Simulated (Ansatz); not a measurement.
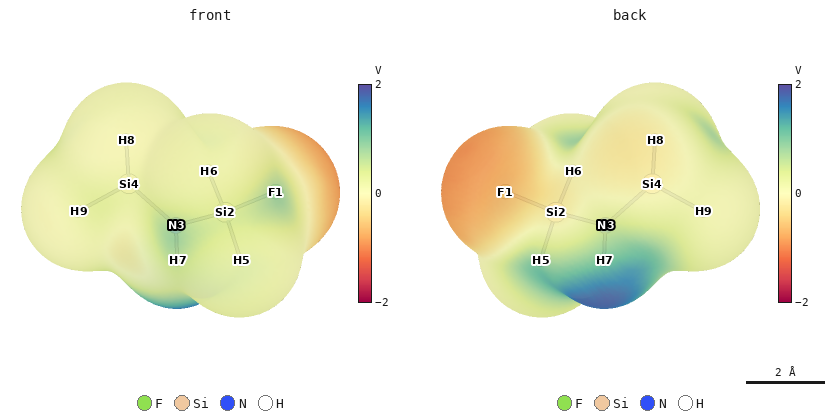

The picture shows: FH$_{5}$NSi$_{2}$ (SMILES F[SiH2]N[SiH2]) (doublet). The molecular electrostatic potential painted on the density surface at 0.001 e/bohr³, seen from the front and from behind; red is negative and blue positive.

Geometry: PBE0-D4/def2-TZVP.

The calculation used Ansatz, UKS PBE0-D4/def2-TZVPP.

```yaml
atoms:
  - { symbol: F, position_ang: [-1.7782, 1.2089, -1.1818] }
  - { symbol: Si, position_ang: [-0.2880, 1.1236, -0.6049] }
  - { symbol: N, position_ang: [0.2415, -0.4914, -0.4030] }
  - { symbol: Si, position_ang: [0.0236, -1.5336, 0.9679] }
  - { symbol: H, position_ang: [0.5763, 1.7991, -1.5988] }
  - { symbol: H, position_ang: [-0.3028, 1.7798, 0.7188] }
  - { symbol: H, position_ang: [0.6004, -0.9422, -1.2345] }
  - { symbol: H, position_ang: [-0.2463, -0.6500, 2.1362] }
  - { symbol: H, position_ang: [1.2618, -2.3407, 1.1827] }
```

Question: Which sites attract a positive test charge, and which a negative one?

Answer: A positive charge is drawn to the negative regions and a negative charge to the positive ones. The most negative region (about −0.9 V) lies over F1, the most positive (about +1.8 V) over H7.
